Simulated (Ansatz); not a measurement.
# AsF3 (arsenic trifluoride): PBE0/STO-3G

Aim: the energy change on altering one bond length of AsF3 (arsenic trifluoride) at PBE0/STO-3G, from 2 runs. 

The calculation is run with Ansatz 0.2.0.

37 further runs of the same task are left out: 10 that didn't finish, 27 set aside as unsound or not needed.

## Step 1: Starting point

AsF3 has 4 atoms, charge 0, and is taken as a singlet. As SMILES, `F[As](F)F`. Geometry: relaxed at PBE0-D4/def2-TZVP.

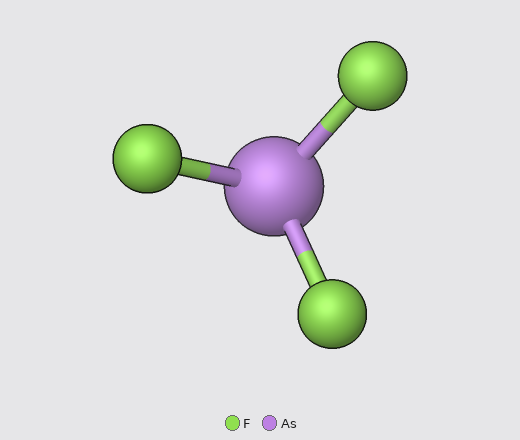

Viewed from a chosen angle; fluorine green, arsenic purple.

## Step 2: A single-point energy at PBE0/STO-3G

job.yaml

```yaml
crystal:
  periodic: [false, false, false]
  atoms:
    - {symbol: F, position_ang: [-0.445870, 0.395590, 1.362650]}
    - {symbol: As, position_ang: [-0.461950, -0.457240, -0.125630]}
    - {symbol: F, position_ang: [1.203970, -0.865930, -0.112740]}
    - {symbol: F, position_ang: [-0.296160, 0.927580, -1.124280]}
basis:
  gaussian:
    orbitals: STO-3G
accuracy: high
hamiltonian:
  xc: {name: PBE0}
```

Launch:

```bash
$ ansatz run job.yaml --threads 1 --pin off --max-ram 3480MiB --events-out events.jsonl --progress --plain --runs-dir runs
```

Output:

```text
Warning: RAYON_NUM_THREADS=1 ignored (pool sized by the plan → 1); use --threads N
Functional definition: PBE0
  name "PBE0"
  parameter a = 0.25
  parameter kappa = 0.804
  parameter beta = 0.06672455060314922
  exchange = (1 - a)*pbe_x(kappa = kappa, mu = beta*pi^2/3) + a*exact_x
  correlation = pbe_c(beta = beta)
564 factors; integrals over basis functions are off by at most 1.6e-8 eV
mean field evaluation 1: about -68170.7830 eV, gradient 2.2e1 eV
mean field evaluation 2: about -68171.2348 eV, gradient 2.1e1 eV
mean field evaluation 4: about -68172.9250 eV, gradient 1.3e-1 eV
mean field evaluation 8: about -68172.9554 eV, gradient 3.8e-3 eV
mean field evaluation 16: about -68172.9554 eV, gradient 5.7e-8 eV
mean field -68172.95543875 eV, -2505.3099030851 hartree, gradient 5.7e-8 eV, S^2 0.000000; 0 other end points of the search recorded, 0 dependent functions left out
reference -68172.95543959 eV, -2505.3099031161 hartree; 30, 30 occupied and 3, 3 virtual orbitals, 564 factors
Total energy: -68172.95543959 eV, -2505.3099031161 hartree
```

It took 1.6 s on 1 thread of Arm Neoverse V2, shared host; peak memory 0.11 GiB.

## Step 3: The distorted shape

run.yaml

```yaml
crystal:
  periodic: [false, false, false]
  atoms:
    - {symbol: F, position_ang: [-0.487316, 0.049401, 1.612301]}
    - {symbol: As, position_ang: [-0.503396, -0.803429, 0.124021]}
    - {symbol: F, position_ang: [1.162524, -1.212119, 0.136911]}
    - {symbol: F, position_ang: [-0.296160, 0.927580, -1.124280]}
basis:
  gaussian: {orbitals: STO-3G}
hamiltonian: {xc: {name: PBE0}}
accuracy: high
```

Launch:

```bash
$ ansatz run run.yaml --threads 1 --pin off --max-ram 3480MiB --events-out events.jsonl --progress --plain --runs-dir runs
```

Output (excerpt; [...] marks lines left out):

```text
Warning: RAYON_NUM_THREADS=1 ignored (pool sized by the plan → 1); use --threads N
[... 7 set-up lines as earlier in the session ...]
542 factors; integrals over basis functions are off by at most 3.3e-8 eV
mean field evaluation 1: about -68167.5977 eV, gradient 2.6e1 eV
mean field evaluation 2: about -68116.2933 eV, gradient 1.5e2 eV
mean field evaluation 4: about -68171.5315 eV, gradient 5.8e0 eV
mean field evaluation 8: about -68171.7002 eV, gradient 1.0e-1 eV
mean field evaluation 16: about -68171.7003 eV, gradient 4.2e-6 eV
mean field -68171.70028585 eV, -2505.2637770670 hartree, gradient 4.1e-8 eV, S^2 0.000000; 0 other end points of the search recorded, 0 dependent functions left out
reference -68171.70028671 eV, -2505.2637770983 hartree; 30, 30 occupied and 3, 3 virtual orbitals, 542 factors
Total energy: -68171.70028671 eV, -2505.2637770983 hartree
```

Wall time 1.6 s (1 thread of Arm Neoverse V2, shared host); peak memory 0.11 GiB.

## Step 4: Results

Level: PBE0/STO-3G.

| quantity | value |
| --- | --- |
| first shape: total energy | -2505.30990 Eh |
| distorted shape: total energy | -2505.26378 Eh |
| energy change with the As2–F4 bond stretched from 1.715 to 2.144 Å | 1.255 eV |

In words: With the As2–F4 bond stretched from 1.715 to 2.144 Å the energy rises by 1.26 eV (121 kJ/mol). The first shape isn't relaxed at this level, so the change isn't measured from a minimum. The minimal basis adds a large error of its own.
